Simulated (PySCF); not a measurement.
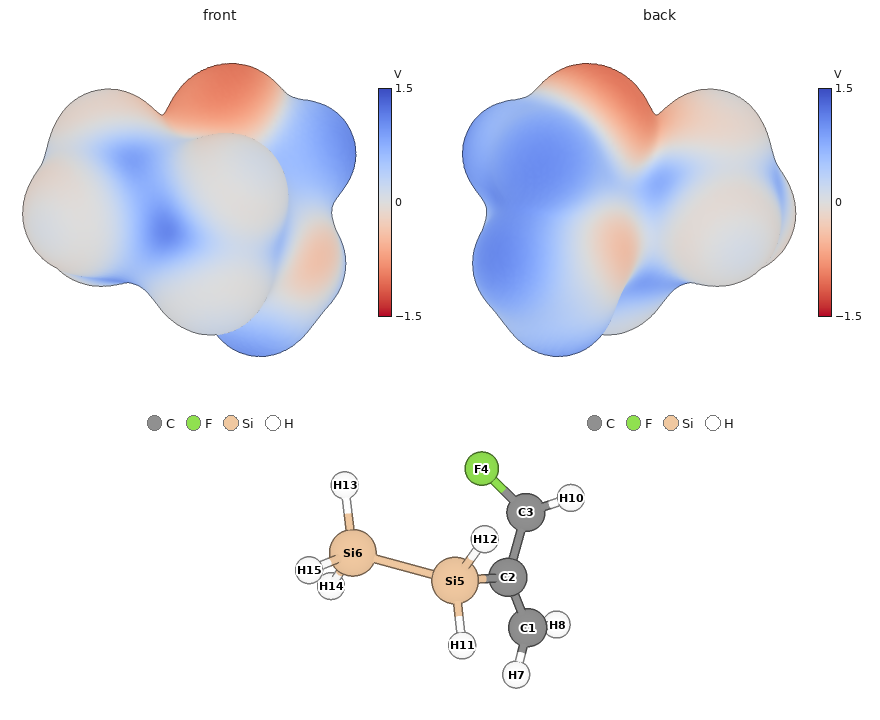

Figure 1: C₃H₉FSi₂ (SMILES C=C(CF)[SiH2][SiH3]). The electrostatic potential painted on the density surface at 0.002 e/bohr³, seen from the front and from behind; the colour scale runs from red (negative) to blue (positive). The bare structure is drawn below in the same view.

Geometry: GFN2-xTB.

Method: wB97X-D/def2-SVPD, SCF density, gas phase (PySCF 2.14.0).

```
atom    x (Å)    y (Å)    z (Å)
   C  -1.9457  -0.7988  -0.5082
   C  -0.9957   0.0938  -0.2735
   C  -1.2492   1.2386   0.6564
   F  -0.0694   1.6896   1.2113
  Si   0.7449   0.0190  -1.0233
  Si   2.2693  -0.7156   0.5541
   H  -1.7875  -1.6130  -1.1938
   H  -2.9206  -0.7517  -0.0444
   H  -1.9058   0.9710   1.4913
   H  -1.6763   2.0916   0.1142
   H   0.6054  -0.8599  -2.1956
   H   1.0170   1.3645  -1.5498
   H   2.5871   0.2848   1.5715
   H   1.7902  -1.9114   1.2590
   H   3.5318  -1.0945  -0.0911
```

Question: Which sites attract a positive test charge, and which a negative one?

Answer: A positive charge is drawn to the negative regions and a negative charge to the positive ones. The most negative region (about −0.9 V) lies over F4, the most positive (about +1.0 V) over Si5, H8, H9 and H10.
